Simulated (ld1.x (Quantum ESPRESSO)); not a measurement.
# A TM potential for fluorine, from input to tests

Aim: build the potential from the settings below, then test how well it stands in for the atom: other configurations, scattering, ghost states and the plane-wave cutoff that it needs.

The numbers are computed with ld1.x (Quantum ESPRESSO) 7.5 (LDA (PW92), scalar-relativistic, spin-unpolarised reference atom).

**1. Settings**

Typed settings, in words:

```
element                 : fluorine (F, Z = 9)
type                    : norm-conserving Troullier–Martins (Kleinman–Bylander form)
frozen core             : [He]
valence charge          : 7
reference configuration : 2s2 2p5
partial waves           : 2s (bound): rc 0.60 bohr; 3d channel at 0.3 Ry: rc 1.35 bohr; 2p (bound): rc 1.30 bohr
local potential         : the p channel
core correction         : Bessel-smoothed model core, default radius (core density twice the valence density)
```

**2. Generating the potential**

File F.in:

```
 &input
   title='F', zed=9., rel=1, dft='PW', iswitch=3,
   config='[He] 2s2 2p5 3d-2',
   nld=3, rlderiv=1.50, eminld=-4.0, emaxld=5.0, deld=0.02
 /
 &inputp
   pseudotype=2, tm=.true., lloc=1,
   nlcc=.true., new_core_ps=.true.,
   file_pseudopw='F.UPF', file_wfcaegen='ae.wfc', file_wfcncgen='nc.wfc', file_beta='beta', file_chi='chi'
 /
3
2S  1  0   2.00   0.00  0.60  0.60  0.0
3D  3  2  -2.00   0.30  1.35  1.35  0.0
2P  2  1   5.00   0.00  1.30  1.30  0.0
 &test
   configts(1)='2s2 2p5'
 /
```

On the command line:

```
$ ld1.x < F.in > F.out
```

What the program wrote to F.out (without the banner and most projector matrices):

```text
     Program LD1 v.7.5
     --------------------------- All-electron run ----------------------------

     F
     scalar relativistic calculation

     atomic number is  9.00
     dft =PW   lsd =0 sic =0 latt =0  beta=0.20 tr2=1.0E-14
     Exchange-correlation= PW
                           (   1   4   0   0   0   0   0)
     mesh =1105 r(mesh) =  99.76081 a.u. xmin = -7.00 dx = 0.01250
     1 Ry =  13.60569312 eV, c = 137.03599908

     n l     nl                  e(Ry)          e(Ha)          e(eV)
     1 0     1S 1( 2.00)       -48.4315       -24.2158      -658.9448
     2 0     2S 1( 2.00)        -2.1792        -1.0896       -29.6490
     2 1     2P 1( 5.00)        -0.8302        -0.4151       -11.2953

     final scf error:  5.0E-15 reached in  40 iterations

     Etot =    -198.377594 Ry,     -99.188797 Ha,   -2699.064669 eV

     Ekin =     197.872565 Ry,      98.936283 Ha,    2692.193401 eV
     Encl =    -476.135291 Ry,    -238.067645 Ha,   -6478.150648 eV
     Eh   =      99.142751 Ry,      49.571376 Ha,    1348.905851 eV
     Exc  =     -19.257620 Ry,      -9.628810 Ha,    -262.013274 eV

     normalization and overlap integrals

     s(1S/1S) =  1.000000  <r> =   0.1772  <r2> =    0.0424  r(max) =   0.1154
     s(2S/2S) =  1.000000  <r> =   1.0100  <r2> =    1.2456  r(max) =   0.7713
     s(2P/2P) =  1.000000  <r> =   1.1044  <r2> =    1.6353  r(max) =   0.7066

     ------------------------ End of All-electron run ------------------------

     --------------------- Generating NC pseudopotential ---------------------

      Generating local pot.: lloc=1, matching radius rcloc =   1.3000

      Computing core charge for nlcc:

       r > 0.28 : true rho core
      Core charge pseudized with two Bessel functions
      Integrated core pseudo-charge :   1.45

      Wfc   2S  rcut= 0.593  Using Troullier-Martins method

      Wfc   3D  rcut= 1.354  Using Troullier-Martins method

     ------------------- End of pseudopotential generation -------------------

     [... the all-electron block is printed once more ...]


     Computing logarithmic derivative in   1.50538
     Computing logarithmic derivative in   1.50538
     Computing the partial wave expansion
     R is outside the sphere for l=    0 j= 0.00
       no projector for channel:   1
     R is outside the sphere for l=    2 j= 0.00

     ---------------------- Testing the pseudopotential ----------------------

     F
     scalar relativistic calculation

     atomic number is  9.00   valence charge is  7.00
     dft =PW   lsd =0 sic =0 latt =0  beta=0.20 tr2=1.0E-14
     mesh =1105 r(mesh) =  99.76081 xmin = -7.00 dx = 0.01250

     n l     nl             e AE (Ry)        e PS (Ry)    De AE-PS (Ry)
     1 0     2S   1( 2.00)       -2.17916       -2.17919        0.00003
     2 1     2P   1( 5.00)       -0.83019       -0.83020        0.00001

     eps = 2.7E-15  iter = 12

     Etot =    -198.377594 Ry,     -99.188797 Ha,   -2699.064669 eV
     Etotps =   -53.014744 Ry,     -26.507372 Ha,    -721.302341 eV

     Ekin =      33.517089 Ry,      16.758545 Ha,     456.023231 eV
     Encl =    -118.962476 Ry,     -59.481238 Ha,   -1618.566946 eV
     Ehrt =      41.904048 Ry,      20.952024 Ha,     570.133619 eV
     Ecxc =     -14.351796 Ry,      -7.175898 Ha,    -195.266138 eV
     (Ecc =      -5.157510 Ry,      -2.578755 Ha,     -70.171493 eV)
     Epseu=       4.878391 Ry,       2.439196 Ha,      66.373892 eV

     ---------------------- End of pseudopotential test ----------------------
```

Wall time 1.1 s (1 thread of Neoverse-V1, shared host). This counts the later configuration tests of the new file too.

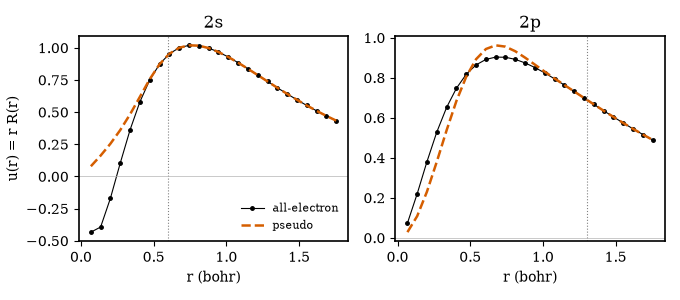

Bound waves of the atom and their pseudo partners (2s, 2p), with the matching radii dotted. The curves join 26 sampled radii.

**3. Configuration tests**

File F.test.in:

```
 &input
   title='F', zed=9., rel=1, dft='PW', iswitch=2,
   config='[He] 2s2 2p5 3d-2'
 /
 &test
   file_pseudo='F.UPF', nconf=10,
   configts(1)='2s2 2p5',
   configts(2)='2s2 2p4',
   configts(3)='2s2 2p3',
   configts(4)='2s2 2p2',
   configts(5)='2s1 2p6',
   configts(6)='2s1 2p5',
   configts(7)='2s2 2p1',
   configts(8)='2s2 2p5.3',
   configts(9)='2s2 2p5', lsdts(9)=1,
   configts(10)='2s2 2p4', lsdts(10)=1
 /
```

On the command line:

```
$ ld1.x < F.test.in > F.test.out
```

F.test.out, the pseudopotential blocks:

```text
     ---------------------- Testing the pseudopotential ----------------------

     F
     scalar relativistic calculation

     atomic number is  9.00   valence charge is  7.00
     dft =PW   lsd =0 sic =0 latt =0  beta=0.20 tr2=1.0E-14
     mesh =1105 r(mesh) =  99.76081 xmin = -7.00 dx = 0.01250

     n l     nl             e AE (Ry)        e PS (Ry)    De AE-PS (Ry)
     1 0     2S   1( 2.00)       -2.17916       -2.17919        0.00003
     2 1     2P   1( 5.00)       -0.83019       -0.83020        0.00001

     eps = 2.7E-15  iter = 12

     Etot =    -198.377594 Ry,     -99.188797 Ha,   -2699.064669 eV
     Etotps =   -53.014744 Ry,     -26.507372 Ha,    -721.302341 eV

     Ekin =      33.517089 Ry,      16.758545 Ha,     456.023231 eV
     Encl =    -118.962476 Ry,     -59.481238 Ha,   -1618.566946 eV
     Ehrt =      41.904048 Ry,      20.952024 Ha,     570.133619 eV
     Ecxc =     -14.351796 Ry,      -7.175898 Ha,    -195.266138 eV
     (Ecc =      -5.157510 Ry,      -2.578755 Ha,     -70.171493 eV)
     Epseu=       4.878391 Ry,       2.439196 Ha,      66.373892 eV

     ---------------------- End of pseudopotential test ----------------------

     ---------------------- Testing the pseudopotential ----------------------

     F
     [...]
     n l     nl             e AE (Ry)        e PS (Ry)    De AE-PS (Ry)
     1 0     2S   1( 2.00)       -3.46006       -3.46558        0.00552  !
     2 1     2P   1( 4.00)       -2.09172       -2.09224        0.00052

     eps = 1.5E-16  iter = 12

     Etot =    -196.940115 Ry,     -98.470057 Ha,   -2679.506764 eV
     Etotps =   -51.576566 Ry,     -25.788283 Ha,    -701.734924 eV
     dEtot_ae =       1.437480 Ry
     dEtot_ps =       1.438179 Ry,   Delta E=      -0.000699 Ry

     [...]
     ---------------------- End of pseudopotential test ----------------------

     ---------------------- Testing the pseudopotential ----------------------

     F
     [...]
     n l     nl             e AE (Ry)        e PS (Ry)    De AE-PS (Ry)
     1 0     2S   1( 2.00)       -4.96952       -4.97773        0.00821  !
     2 1     2P   1( 3.00)       -3.61028       -3.60138       -0.00890  !

     eps = 1.0E-15  iter = 10

     Etot =    -194.109079 Ry,     -97.054540 Ha,   -2640.988564 eV
     Etotps =   -48.748227 Ry,     -24.374113 Ha,    -663.253413 eV
     dEtot_ae =       4.268515 Ry
     dEtot_ps =       4.266517 Ry,   Delta E=       0.001997 Ry

     [...]
     ---------------------- End of pseudopotential test ----------------------

     ---------------------- Testing the pseudopotential ----------------------

     F
     [...]
     n l     nl             e AE (Ry)        e PS (Ry)    De AE-PS (Ry)
     1 0     2S   1( 2.00)       -6.67111       -6.67012       -0.00099
     2 1     2P   1( 2.00)       -5.35437       -5.31231       -0.04206  !

     eps = 8.8E-15  iter =  8

     Etot =    -189.644761 Ry,     -94.822381 Ha,   -2580.248426 eV
     Etotps =   -44.306601 Ry,     -22.153301 Ha,    -602.822023 eV
     dEtot_ae =       8.732833 Ry
     dEtot_ps =       8.708143 Ry,   Delta E=       0.024690 Ry

     [...]
     ---------------------- End of pseudopotential test ----------------------

     ---------------------- Testing the pseudopotential ----------------------

     F
     [...]
     n l     nl             e AE (Ry)        e PS (Ry)    De AE-PS (Ry)
     1 0     2S   1( 1.00)       -2.21471       -2.21325       -0.00147
     2 1     2P   1( 6.00)       -0.86015       -0.86237        0.00222

     eps = 6.6E-16  iter = 12

     Etot =    -197.025824 Ry,     -98.512912 Ha,   -2680.672904 eV
     Etotps =   -51.664795 Ry,     -25.832397 Ha,    -702.935343 eV
     dEtot_ae =       1.351770 Ry
     dEtot_ps =       1.349949 Ry,   Delta E=       0.001820 Ry

     [...]
     ---------------------- End of pseudopotential test ----------------------

     ---------------------- Testing the pseudopotential ----------------------

     F
     [...]
     n l     nl             e AE (Ry)        e PS (Ry)    De AE-PS (Ry)
     1 0     2S   1( 1.00)       -3.47299       -3.48030        0.00731  !
     2 1     2P   1( 5.00)       -2.09887       -2.10628        0.00740  !

     eps = 7.7E-16  iter = 12

     Etot =    -195.568878 Ry,     -97.784439 Ha,   -2660.850136 eV
     Etotps =   -50.202885 Ry,     -25.101443 Ha,    -683.045049 eV
     dEtot_ae =       2.808716 Ry
     dEtot_ps =       2.811859 Ry,   Delta E=      -0.003143 Ry

     [...]
     ---------------------- End of pseudopotential test ----------------------

     ---------------------- Testing the pseudopotential ----------------------

     F
     [...]
     n l     nl             e AE (Ry)        e PS (Ry)    De AE-PS (Ry)
     1 0     2S   1( 2.00)       -8.54051       -8.50814       -0.03237  !
     2 1     2P   1( 1.00)       -7.30165       -7.18733       -0.11432  !

     eps = 2.0E-17  iter = 10

     Etot =    -183.332949 Ry,     -91.666474 Ha,   -2494.371840 eV
     Etotps =   -38.068881 Ry,     -19.034441 Ha,    -517.953517 eV
     dEtot_ae =      15.044645 Ry
     dEtot_ps =      14.945863 Ry,   Delta E=       0.098783 Ry

     [...]
     ---------------------- End of pseudopotential test ----------------------

     ---------------------- Testing the pseudopotential ----------------------

     F
     [...]
     n l     nl             e AE (Ry)        e PS (Ry)    De AE-PS (Ry)
     1 0     2S   1( 2.00)       -1.84976       -1.84865       -0.00112
     2 1     2P   1( 5.30)       -0.51071       -0.51023       -0.00049

     eps = 4.4E-15  iter = 12

     Etot =    -198.577940 Ry,     -99.288970 Ha,   -2701.790515 eV
     Etotps =   -53.215032 Ry,     -26.607516 Ha,    -724.027396 eV
     dEtot_ae =      -0.200346 Ry
     dEtot_ps =      -0.200288 Ry,   Delta E=      -0.000058 Ry

     [...]
     ---------------------- End of pseudopotential test ----------------------

     ---------------------- Testing the pseudopotential ----------------------

     F
     [...]
     n l     nl             e AE (Ry)        e PS (Ry)    De AE-PS (Ry)
     1 0     2S   1( 1.00)       -2.23352       -2.23582        0.00231
     2 1     2P   1( 3.00)       -0.88314       -0.88392        0.00077
     1 0     2S   2( 1.00)       -2.11374       -2.11131       -0.00243
     2 1     2P   2( 2.00)       -0.76702       -0.76627       -0.00075

     eps = 1.4E-15  iter = 12

     Etot =    -198.406610 Ry,     -99.203305 Ha,   -2699.459451 eV
     Etotps =   -53.044136 Ry,     -26.522068 Ha,    -721.702235 eV
     dEtot_ae =      -0.029016 Ry
     dEtot_ps =      -0.029392 Ry,   Delta E=       0.000376 Ry

     [...]
     ---------------------- End of pseudopotential test ----------------------

     ---------------------- Testing the pseudopotential ----------------------

     F
     [...]
     n l     nl             e AE (Ry)        e PS (Ry)    De AE-PS (Ry)
     1 0     2S   1( 1.00)       -3.57113       -3.58212        0.01099  !
     2 1     2P   1( 3.00)       -2.20563       -2.20801        0.00238
     1 0     2S   2( 1.00)       -3.29539       -3.29485       -0.00054
     2 1     2P   2( 1.00)       -1.92429       -1.92357       -0.00072

     eps = 5.1E-15  iter = 12

     Etot =    -197.080076 Ry,     -98.540038 Ha,   -2681.411028 eV
     Etotps =   -51.717957 Ry,     -25.858979 Ha,    -703.658656 eV
     dEtot_ae =       1.297519 Ry
     dEtot_ps =       1.296787 Ry,   Delta E=       0.000732 Ry

     [...]
     ---------------------- End of pseudopotential test ----------------------
```

Energies count from the reference configuration 2s2 2p5; the error is all-electron less pseudo. Spin-polarised rows fill open shells by Hund's rule and count from the unpolarised reference.

| valence configuration | charge | ΔE all-electron (eV) | error AE − PS (meV) |
| --- | --- | --- | --- |
| 2s2 2p4 | +1 | 19.558 | -9.5 |
| 2s2 2p3 | +2 | 58.076 | +27 |
| 2s2 2p2 | +3 | 118.816 | +336 |
| 2s1 2p6 | 0 | 18.392 | +25 |
| 2s1 2p5 | +1 | 38.215 | -43 |
| 2s2 2p1 | +4 | 204.693 | +1344 |
| 2s2 2p5.3 | -0.3 | -2.726 | -0.8 |
| 2s2 2p5 (spin-polarised) | 0 | -0.395 | +5.1 |
| 2s2 2p4 (spin-polarised) | +1 | 17.654 | +10.0 |

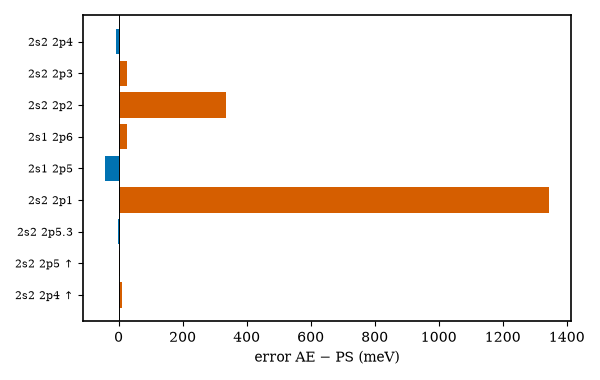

Error of the potential in each test configuration; ↑ marks spin-polarised tests.

**4. Does it scatter like the atom?**

Taken from the files of the generation run. The phase is arctan(r·u′/u) with u = r·R, unwrapped, with energies in Ry. A pole is an energy at which the radial function vanishes at the test radius. The pseudo phase is shifted by a multiple of π to meet the all-electron one at the reference energy. Levels narrower than the energy grid can be missing from the poles. The last column is the largest difference on the grid between −1 and +1 Ry.

| channel | radius (bohr) | reference (Ry) | poles AE | poles PS | window around the reference with phases within 0.05 rad (Ry) | largest difference near zero (rad) |
| --- | --- | --- | --- | --- | --- | --- |
| s | 1.50 | -2.18 | -0.82 | -0.81 | below 4.3 | 0.007 |
| p | 1.50 | -0.83 | 0.45 | 0.48 | below 3.5 | 0.009 |
| d | 1.50 | 0.30 | none | none | the whole range | 0.000 |

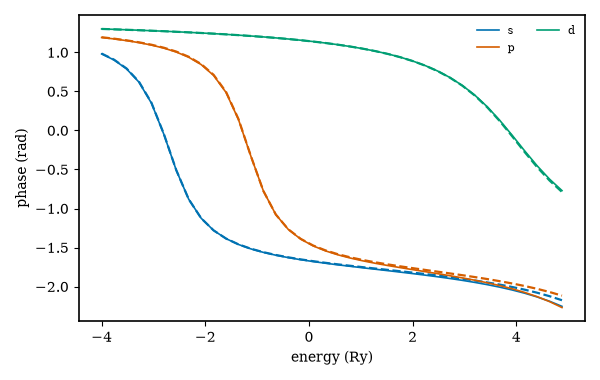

All-electron (solid) and pseudo (dashed) phases against energy.

**5. Cutoff and ghost test in a Bessel basis**

A separate test, outside the generator: the pseudo-atom's Hamiltonian at the reference potential is diagonalised in spherical Bessel functions j_l(qr) that vanish at 20 bohr, with q² up to the cutoff.

All-electron valence levels (Ry): 2s -2.1792, 2p -0.8302. The lowest levels of each channel (Ry) by cutoff; the last column sums, over occupied levels, occupation times the distance from the level at 400 Ry. A positive value at high cutoff is not a bound level.

| cutoff (Ry) | s #1 | d #1 | p #1 | f #1 | Σ f·Δε (mRy) |
| --- | --- | --- | --- | --- | --- |
| 8 | -1.9195 | 0.0440 | -0.0135 | 0.0886 | 4602.2 |
| 21 | -2.0091 | 0.0440 | -0.2362 | 0.0886 | 3309.5 |
| 50 | -2.1137 | 0.0440 | -0.7565 | 0.0886 | 498.7 |
| 90 | -2.1700 | 0.0440 | -0.8296 | 0.0886 | 20.8 |
| 180 | -2.1752 | 0.0440 | -0.8302 | 0.0886 | 7.6 |
| 260 | -2.1786 | 0.0440 | -0.8302 | 0.0886 | 0.7 |
| 350 | -2.1788 | 0.0440 | -0.8302 | 0.0886 | 0.2 |
| 400 | -2.1789 | 0.0440 | -0.8302 | 0.0886 | 0.0 |

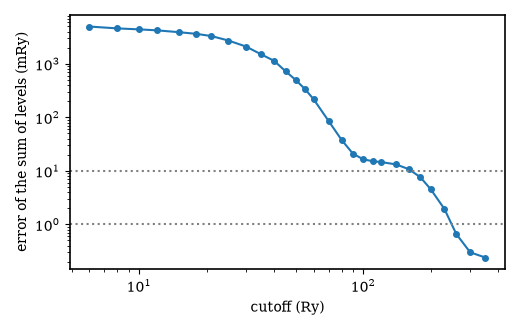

Occupation-weighted error of the valence levels against the cutoff; the dotted lines mark 10 and 1 mRy.

The sum stays within 10 mRy from 180 Ry and within 1 mRy from 260 Ry. The sum leaves out empty levels, which can need more. Ghost test: no level below the all-electron spectrum of its channel (s, d, p, f tested).

**6. What came out**

| quantity | value |
| --- | --- |
| cutoffs for 10 and 1 mRy, occupied levels | 180 Ry and 260 Ry |
| bound ghosts | none found |
| largest test error (AE − PS), unpolarised tests | +1344 meV, for 2s2 2p1 |
| largest phase difference near zero energy, channels read | 0.009 rad |

**Reading.** The worst unpolarised test, 2s2 2p1, is off by 1344 meV on 204.7 eV; by total energies transferability rates as poor. That test lies far up in energy; among those under 40 eV, nearer to bonding, the largest error is 43 meV. It counts as very hard, with 180 Ry needed at the looser tolerance. The slowest occupied level is 2s: taken alone it needs 230 Ry to come within 1 mRy, against 90 Ry for 2p. No bound ghost shows below the valence levels. Near zero energy the phases of the channels with partial waves agree within 0.009 rad.
